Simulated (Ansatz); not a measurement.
**BClFH2NSi: density, localisation and related maps**

Input file:

```
basis:
  gaussian:
    orbitals: def2-TZVPD
crystal:
  periodic: [false, false, false]
  atoms:
    - {symbol: B, position_ang: [-0.849505, 1.918228, -1.025166]}
    - {symbol: Cl, position_ang: [-3.208495, -1.070315, 0.578457]}
    - {symbol: F, position_ang: [-0.275590, -1.287374, 0.955232]}
    - {symbol: N, position_ang: [-1.085282, 1.033690, -0.160797]}
    - {symbol: Si, position_ang: [-1.421169, -0.149966, 1.003392]}
    - {symbol: H, position_ang: [-0.626911, 2.749052, -1.833551]}
    - {symbol: H, position_ang: [-1.465571, 0.403276, 2.369411]}
total_charge: 0
hamiltonian:
  xc: pbe0
output:
  forces: true
  orbitals: {seedname: orbitals}
```

Command:

```sh
ansatz run input.yaml --threads 1 --pin off --max-ram 2610MiB --events-out events.jsonl --progress --plain --runs-dir runs
```

Geometry: r2SCAN-D4/def2-SVP.

The calculation used isolated molecule in a Gaussian basis; Kohn-Sham density functional theory, functional PBE0 (Ansatz).

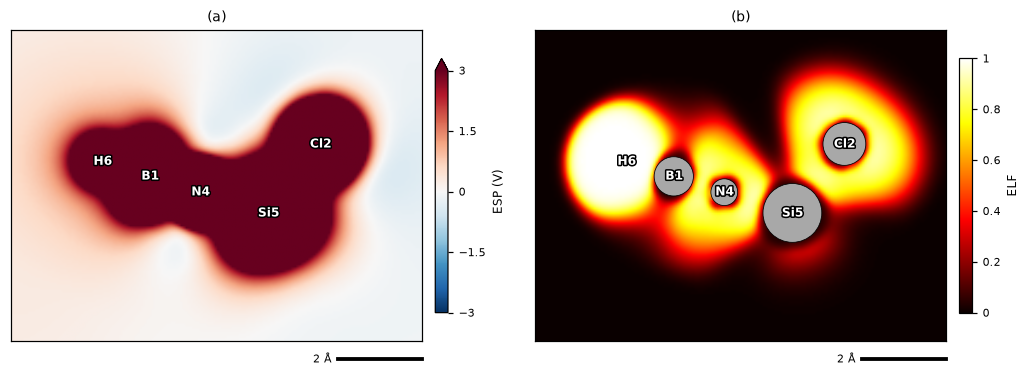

Figure 1. (a) molecular electrostatic potential; (b) ELF on the plane of atoms Cl2, Si5 and N4. Grey discs cover the atomic cores in the ELF map.

Read the bonding off the picture.

Answer.
- Atoms in the plane: B, Cl, N, Si and H.
- B–N (1.26 Å): the ELF peaks at about 0.85 between the atoms: a short, strongly polar bond.
- Si–N (1.69 Å): the ELF peaks at about 0.90 between the atoms; a shared but strongly polarised pair.
- Si–Cl (2.05 Å): the ELF peaks at about 0.90 between the atoms; a shared but strongly polarised pair.
- B–H (1.18 Å): the ELF climbs to about 1 towards the hydrogen, as it does in any bond to H (a covalent bond by its length).
- The ELF also peaks beside Cl2, away from the bonds: lone-pair regions.
- Outside the dense part of the molecule the potential is most negative (−0.4 V) near Cl2.

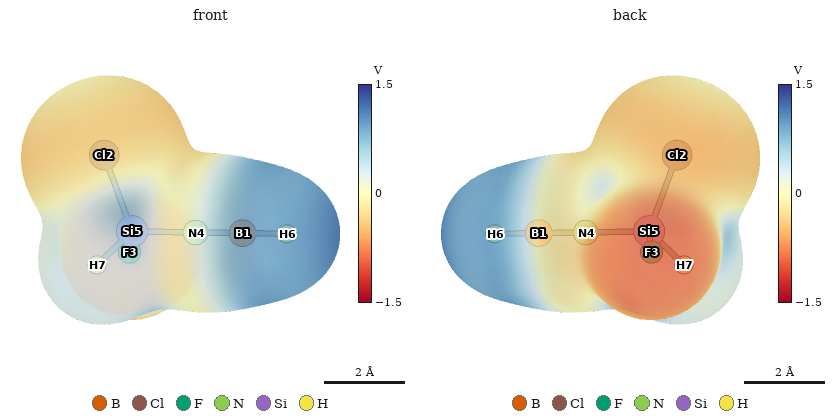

Figure 2. The molecular electrostatic potential painted on the density surface at 0.001 e/bohr³, seen from the front and from behind; the colour scale runs from red (negative) to blue (positive).

Describe the electrostatic potential map.

Answer. The most negative region (about −0.9 V, or −21 kcal/mol for a unit charge) lies over F3, the most positive (about +1.1 V, or +25 kcal/mol for a unit charge) over H6.

How polar is the molecule by this calculation?

Answer. Its dipole moment is 2.96 D.

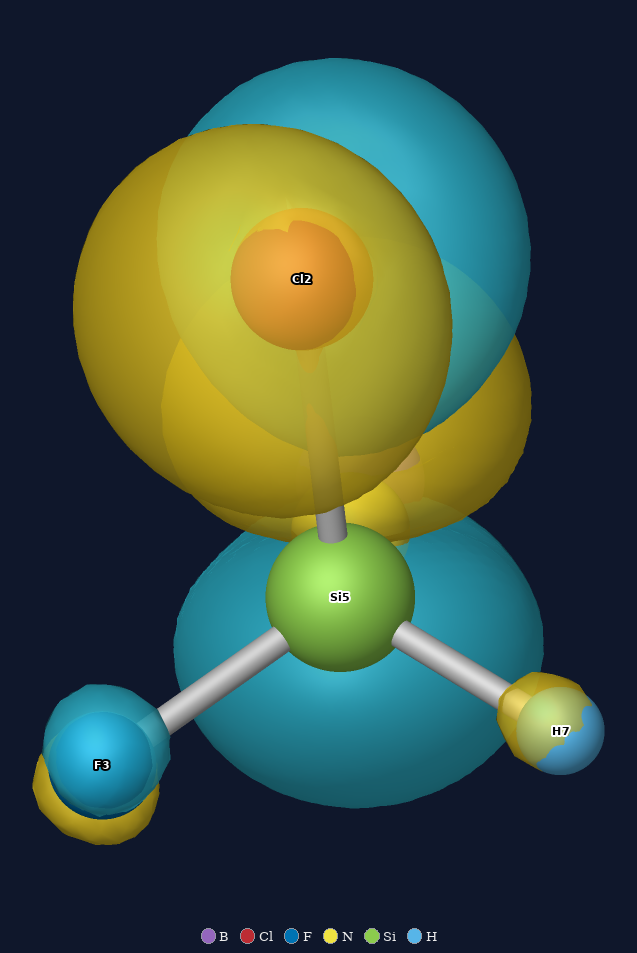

Figure 3. The HOMO at ±0.1 Å⁻³ᐟ² (yellow and cyan are the two phases), seen at an oblique angle.

What is the character of this orbital?

Answer. It lies mainly on N4 (about 40 %), Cl2 (about 35 %) and B1 (about 15 %); largely a combination of lone pairs on N4 and Cl2. Its energy is −9.10 eV.
